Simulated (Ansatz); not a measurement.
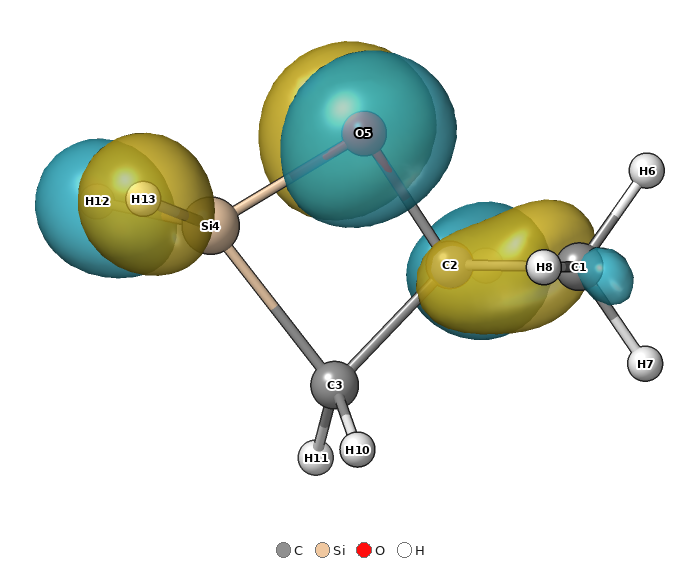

C$_{3}$H$_{8}$OSi (SMILES CC1C[SiH2]O1). The HOMO at ±0.15 Å⁻³ᐟ² (yellow and cyan are the two phases), seen at a tilt.

Geometry: PBE0-D4/def2-TZVP.

Level of theory: RKS PBE0-D4/def2-TZVPP (Ansatz).

```yaml
atoms:
  - { symbol: C, position_ang: [-1.4557, 0.4024, -0.8406] }
  - { symbol: C, position_ang: [-0.6084, -0.1398, 0.2791] }
  - { symbol: C, position_ang: [0.6562, -0.9231, -0.1632] }
  - { symbol: Si, position_ang: [1.5325, 0.3748, 0.8575] }
  - { symbol: O, position_ang: [-0.0187, 0.9529, 1.0419] }
  - { symbol: H, position_ang: [-2.2424, 1.0483, -0.4455] }
  - { symbol: H, position_ang: [-1.9213, -0.4171, -1.3943] }
  - { symbol: H, position_ang: [-0.8455, 0.9879, -1.5331] }
  - { symbol: H, position_ang: [-1.2230, -0.7346, 0.9632] }
  - { symbol: H, position_ang: [0.8228, -0.8928, -1.2402] }
  - { symbol: H, position_ang: [0.6916, -1.9559, 0.1796] }
  - { symbol: H, position_ang: [2.1735, -0.0613, 2.1283] }
  - { symbol: H, position_ang: [2.4590, 1.3236, 0.1822] }
```

Question: Where does this orbital lie, and at what energy?

Answer: Its weight (Hirshfeld) is mainly on O5 (about 50 %), Si4 (about 10 %), C2 (about 10 %), H13 (about 5 %), H12 (about 5 %) and H9 (about 5 %). Its energy is −7.83 eV.
